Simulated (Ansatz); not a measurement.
**C₄H₁₆N₄Sn: trial inputs and their diagnosis**

3 inputs were typed for C₄H₁₆N₄Sn. Each is run as it stands; the log then has to tell whether the result can be used.

The runs use Ansatz 0.2.0, Gaussian basis; the settings change from run to run.

## (1) The molecule

An earlier PBE0-D4 in a triple-zeta def2 set relaxation fixed the geometry. Sn takes a core potential in def2 sets; no spin-orbit term is included.

SMILES `C[NH][Sn]([NH]C)([NH]C)[NH]C`, 25 atoms, charge 0, spin multiplicity 1.

Atoms are counted from 1 here; the program's logs count them from 0.

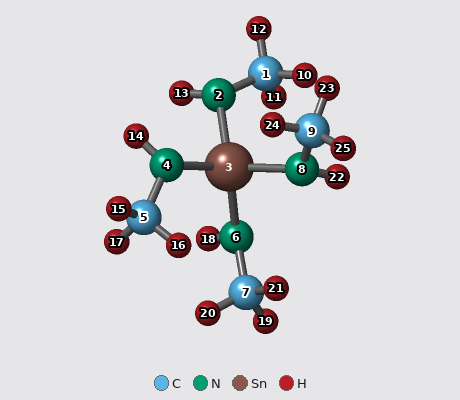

The geometry (carbon blue, nitrogen teal, tin brown, hydrogen red); atoms are numbered from 1 in the order of the file.

## (2) Try 1

Contents of in.yaml:

```yaml
crystal:
  periodic: [false, false, false]
  atoms:
    - {symbol: C, position_ang: [-6.723187, 2.006171, -1.518020]}
    - {symbol: N, position_ang: [-3.791031, 2.116749, -2.777949]}
    - {symbol: Sn, position_ang: [-0.347798, 0.587034, -0.422721]}
    - {symbol: N, position_ang: [2.844813, -0.184489, -3.404735]}
    - {symbol: C, position_ang: [5.920425, -0.002242, -2.581274]}
    - {symbol: N, position_ang: [0.616129, 3.182146, 3.060527]}
    - {symbol: C, position_ang: [2.960199, 2.405023, 5.085182]}
    - {symbol: N, position_ang: [-1.101599, -3.292289, 1.529096]}
    - {symbol: C, position_ang: [-1.500165, -5.954077, -0.179816]}
    - {symbol: H, position_ang: [-7.064222, -0.130691, -0.466191]}
    - {symbol: H, position_ang: [-7.176774, 3.701145, 0.145112]}
    - {symbol: H, position_ang: [-8.392939, 2.203366, -3.244736]}
    - {symbol: H, position_ang: [-3.414926, 4.047559, -3.812796]}
    - {symbol: H, position_ang: [2.444369, 0.720157, -5.393866]}
    - {symbol: H, position_ang: [7.306144, -1.016671, -4.271561]}
    - {symbol: H, position_ang: [6.292911, -1.241562, -0.553346]}
    - {symbol: H, position_ang: [6.746728, 2.241753, -2.211469]}
    - {symbol: H, position_ang: [0.587654, 5.359077, 2.616193]}
    - {symbol: H, position_ang: [2.626924, 3.471784, 7.222010]}
    - {symbol: H, position_ang: [5.181038, 2.979836, 4.319797]}
    - {symbol: H, position_ang: [2.928877, 0.032717, 5.474118]}
    - {symbol: H, position_ang: [-2.415551, -3.203158, 3.316162]}
    - {symbol: H, position_ang: [-3.737125, -6.259403, -1.045481]}
    - {symbol: H, position_ang: [-0.002227, -5.923439, -2.059789]}
    - {symbol: H, position_ang: [-0.949264, -7.899960, 1.132435]}
basis:
  gaussian: {orbitals: def2-TZVPD, final_grid: {core_spheres: 20, valence_spheres: 16, degree: 47}}
hamiltonian: {xc: {name: wB97X-V}}
output: {forces: true}
```

Command:

```console
ansatz run in.yaml --threads 4 --pin off --events-out ev --progress --plain --max-ram 46080MiB --backend cuda --devices 0, --max-vram 37GiB
```

Standard output:

```text
Functional definition: wB97X-V
  name "wB97X-V"
  cite "Mardirossian & Head-Gordon, Phys. Chem. Chem. Phys. 16, 9904 (2014) doi:10.1039/C3CP54374A"
  cite "Becke, J. Chem. Phys. 107, 8554 (1997) doi:10.1063/1.475007"
  cite "Vydrov & Van Voorhis, J. Chem. Phys. 133, 244103 (2010) doi:10.1063/1.3521275"
  parameter omega = 0.3/bohr
  parameter cx = 0.167
  parameter cx1 = 0.603
  parameter cx2 = 1.194
  parameter css0 = 0.556
  parameter css1 = -0.257
  parameter cos0 = 1.219
  parameter cos1 = -1.850
  parameter b = 6.0
  parameter c = 0.01
  exchange = spin_sum(e_x_unif_sr(omega)*poly(b97_u_x, 1 - cx, cx1, cx2)) + cx*exact_x_sr(omega) + exact_x_lr(omega)
  correlation = spin_sum(e_c_pw_same_spin*poly(b97_u_same, css0, css1))
      + integral(e_c_pw_opposite_spin*poly(b97_u_opposite, cos0, cos1)) + vv10(b, c)
2692 factors; their error is unknown
1043 factors; integrals over basis functions are off by at most 1.7e-5 eV
mean field evaluation 1: about -15996.9580 eV, gradient 1.6e2 eV
mean field evaluation 2: about -14760.6366 eV, gradient 3.3e2 eV
mean field evaluation 4: about -15390.5673 eV, gradient 2.5e2 eV
mean field evaluation 8: about -16079.4723 eV, gradient 1.4e1 eV
mean field evaluation 16: about -16082.6346 eV, gradient 7.1e-1 eV
mean field evaluation 32: about -16082.6939 eV, gradient 2.0e-5 eV
mean field evaluation 64: about -16082.6934 eV, gradient 8.5e-2 eV
mean field -16082.69393236 eV, -591.0281007728 hartree, gradient 3.7e-6 eV, S^2 0.000000; 6 other end points of the search recorded, 0 dependent functions left out
the calculation of the forces begins
reference -16082.69392406 eV, -591.0281004677 hartree; 45, 45 occupied and 451, 451 virtual orbitals, 2692 factors
Total energy: -16082.69392406 eV, -591.0281004677 hartree
Atom 0 at    -6.723187     2.006171    -1.518020 Å, force    -2.162946    -0.168452     0.695807 eV/Å
Atom 1 at    -3.791031     2.116749    -2.777949 Å, force     0.451403     2.772810    -1.374880 eV/Å
Atom 2 at    -0.347798     0.587034    -0.422721 Å, force    -0.045298    -0.044983     0.024041 eV/Å
Atom 3 at     2.844813    -0.184489    -3.404735 Å, force    -0.492318     1.376733    -2.801967 eV/Å
Atom 4 at     5.920425    -0.002242    -2.581274 Å, force     2.385324    -0.141389     0.461208 eV/Å
Atom 5 at     0.616129     3.182146     3.060527 Å, force     0.088609     3.101867    -0.637554 eV/Å
Atom 6 at     2.960199     2.405023     5.085182 Å, force     1.464831    -0.640616     1.773516 eV/Å
Atom 7 at    -1.101599    -3.292289     1.529096 Å, force    -1.943351     0.060647     2.469597 eV/Å
Atom 8 at    -1.500165    -5.954077    -0.179816 Å, force    -0.030898    -2.018959    -1.169282 eV/Å
Atom 9 at    -7.064222    -0.130691    -0.466191 Å, force     0.345959     1.942533    -0.973635 eV/Å
Atom 10 at    -7.176774     3.701145     0.145112 Å, force     0.444125    -1.610613    -1.614507 eV/Å
Atom 11 at    -8.392939     2.203366    -3.244736 Å, force     1.719781    -0.188051     1.793572 eV/Å
Atom 12 at    -3.414926     4.047559    -3.812796 Å, force    -0.563463    -2.863564     1.569451 eV/Å
Atom 13 at     2.444369     0.720157    -5.393866 Å, force     0.606983    -1.347160     2.987900 eV/Å
Atom 14 at     7.306144    -1.016671    -4.271561 Å, force    -1.471427     1.063957     1.749692 eV/Å
Atom 15 at     6.292911    -1.241562    -0.553346 Å, force    -0.407954     1.112649    -1.846259 eV/Å
Atom 16 at     6.746728     2.241753    -2.211469 Å, force    -0.804917    -2.023403    -0.364418 eV/Å
Atom 17 at     0.587654     5.359077     2.616193 Å, force     0.048009    -3.276414     0.661084 eV/Å
Atom 18 at     2.626924     3.471784     7.222010 Å, force     0.329643    -1.122424    -2.236876 eV/Å
Atom 19 at     5.181038     2.979836     4.319797 Å, force    -1.949872    -0.475303     0.606540 eV/Å
Atom 20 at     2.928877     0.032717     5.474118 Å, force    -0.022996     2.278894    -0.392044 eV/Å
Atom 21 at    -2.415551    -3.203158     3.316162 Å, force     1.968326    -0.124591    -2.698206 eV/Å
Atom 22 at    -3.737125    -6.259403    -1.045481 Å, force     2.005149     0.323471     0.808970 eV/Å
Atom 23 at    -0.002227    -5.923439    -2.059789 Å, force    -1.415088     0.010990     1.833423 eV/Å
Atom 24 at    -0.949264    -7.899960     1.132435 Å, force    -0.547612     2.001369    -1.325172 eV/Å
Dipole moment:     0.302403     1.103364    -0.549601 e Å
```

It took 21 s on 1 × H100 (card shared with other runs) with 4 threads of AMD EPYC 7R13, shared host.

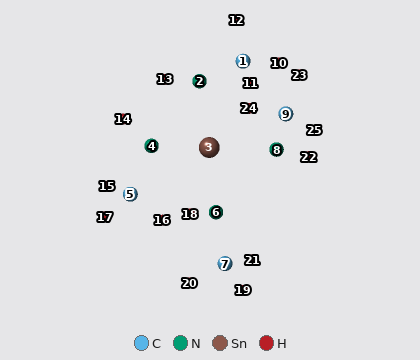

The geometry of this input.

Diagnosis: It ended without an error, which proves nothing about the input. The geometry is stretched to more than twice its size. The shortest distance is 2.22 Å (N8–H22), against 1.01 Å in the relaxed molecule. Its energy is no property of the relaxed molecule. Cure: use the relaxed coordinates.

## (3) Try 2

Contents of in.yaml:

```yaml
crystal:
  periodic: [false, false, false]
  atoms:
    - {symbol: C, position_ang: [-3.055994, 0.911896, -0.690009]}
    - {symbol: N, position_ang: [-1.723196, 0.962159, -1.262704]}
    - {symbol: Sn, position_ang: [-0.158090, 0.266833, -0.192146]}
    - {symbol: N, position_ang: [1.293097, -0.083859, -1.547607]}
    - {symbol: C, position_ang: [2.691102, -0.001019, -1.173306]}
    - {symbol: N, position_ang: [0.280059, 1.446430, 1.391149]}
    - {symbol: C, position_ang: [1.345545, 1.093192, 2.311446]}
    - {symbol: N, position_ang: [-0.500727, -1.496495, 0.695043]}
    - {symbol: C, position_ang: [-0.681893, -2.706399, -0.081735]}
    - {symbol: H, position_ang: [-3.211010, -0.059405, -0.211905]}
    - {symbol: H, position_ang: [-3.262170, 1.682339, 0.065960]}
    - {symbol: H, position_ang: [-3.814972, 1.001530, -1.474880]}
    - {symbol: H, position_ang: [-1.552239, 1.839799, -1.733089]}
    - {symbol: H, position_ang: [1.111077, 0.327344, -2.451757]}
    - {symbol: H, position_ang: [3.320974, -0.462123, -1.941619]}
    - {symbol: H, position_ang: [2.860414, -0.564346, -0.251521]}
    - {symbol: H, position_ang: [3.066694, 1.018979, -1.005213]}
    - {symbol: H, position_ang: [0.267115, 2.435944, 1.189179]}
    - {symbol: H, position_ang: [1.194056, 1.578084, 3.282732]}
    - {symbol: H, position_ang: [2.355017, 1.354471, 1.963544]}
    - {symbol: H, position_ang: [1.331308, 0.014871, 2.488235]}
    - {symbol: H, position_ang: [-1.097978, -1.455981, 1.507347]}
    - {symbol: H, position_ang: [-1.698693, -2.845183, -0.475219]}
    - {symbol: H, position_ang: [-0.001012, -2.692472, -0.936268]}
    - {symbol: H, position_ang: [-0.431484, -3.590891, 0.514743]}
basis:
  gaussian: {orbitals: "6-311G**", fitting: {mean_field: cc-pVTZ-jkfit}}
magnetization: {spin_polarized: true, initial_magnetization: 0}
hamiltonian: {xc: {name: wB97M-V}}
accuracy: high
scf: {lower_state_search: light}
output: {forces: true}
```

Command:

```console
ansatz run in.yaml --threads 4 --pin off --events-out ev --progress --plain --max-ram 46080MiB --backend cpu
```

Standard output:

```text
Error: <dir> can't be read: No such file or directory (os error 2)
```

It took 0.05 s on 4 threads of AMD EPYC 7R13, shared host.

Diagnosis: The run ended at the input check. The line that matters: «<dir> can't be read: No such file or directory (os error 2)» No basis of that name is known. What to do: name a listed orbital basis.

## (4) Try 3

Contents of in.yaml:

```yaml
crystal:
  periodic: [false, false, false]
  atoms:
    - {symbol: C, position_ang: [-3.055994, 0.911896, -0.690009]}
    - {symbol: N, position_ang: [-1.723196, 0.962159, -1.262704]}
    - {symbol: Sn, position_ang: [-0.158090, 0.266833, -0.192146]}
    - {symbol: N, position_ang: [1.293097, -0.083859, -1.547607]}
    - {symbol: C, position_ang: [2.691102, -0.001019, -1.173306]}
    - {symbol: N, position_ang: [0.280059, 1.446430, 1.391149]}
    - {symbol: C, position_ang: [1.345545, 1.093192, 2.311446]}
    - {symbol: N, position_ang: [-0.500727, -1.496495, 0.695043]}
    - {symbol: C, position_ang: [-0.681893, -2.706399, -0.081735]}
    - {symbol: H, position_ang: [-3.211010, -0.059405, -0.211905]}
    - {symbol: H, position_ang: [-3.262170, 1.682339, 0.065960]}
    - {symbol: H, position_ang: [-3.814972, 1.001530, -1.474880]}
    - {symbol: H, position_ang: [-1.552239, 1.839799, -1.733089]}
    - {symbol: H, position_ang: [1.111077, 0.327344, -2.451757]}
    - {symbol: H, position_ang: [3.320974, -0.462123, -1.941619]}
    - {symbol: H, position_ang: [2.860414, -0.564346, -0.251521]}
    - {symbol: H, position_ang: [3.066694, 1.018979, -1.005213]}
    - {symbol: H, position_ang: [0.267115, 2.435944, 1.189179]}
    - {symbol: H, position_ang: [1.194056, 1.578084, 3.282732]}
    - {symbol: H, position_ang: [2.355017, 1.354471, 1.963544]}
    - {symbol: H, position_ang: [1.331308, 0.014871, 2.488235]}
    - {symbol: H, position_ang: [-1.097978, -1.455981, 1.507347]}
    - {symbol: H, position_ang: [-1.698693, -2.845183, -0.475219]}
    - {symbol: H, position_ang: [-0.001012, -2.692472, -0.936268]}
    - {symbol: H, position_ang: [-0.431484, -3.590891, 0.514743]}
basis:
  gaussian: {orbitals: LANL2DZ}
hamiltonian: {xc: {name: r2SCAN50}}
output: {forces: true}
```

Launched as before.

Standard output:

```text
Error: <dir> can't be read: No such file or directory (os error 2)
```

Wall time 0.05 s (4 threads of AMD EPYC 7R13, shared host).

What is wrong: Nothing was computed: the input was turned down at the start. The line that matters: «<dir> can't be read: No such file or directory (os error 2)» The basis set isn't in the library under that name. The cure: name a listed orbital basis.

## (5) Summary

| try | level | ended | cause | time |
| --- | --- | --- | --- | --- |
| 1 | wB97X-V/def2-TZVPD | converged | the geometry is stretched to more than twice its size | 21 s |
| 2 | wB97M-V/6-311G** | refused | no basis of that name is known | 0.05 s |
| 3 | r2SCAN50/LANL2DZ | refused | the basis set isn't in the library under that name | 0.05 s |

1 converged, 2 refused. A refusal costs next to no computing time. The dangerous case is the input that converges on a wrong geometry, charge, spin, basis or grid: often only a look at the input shows it.
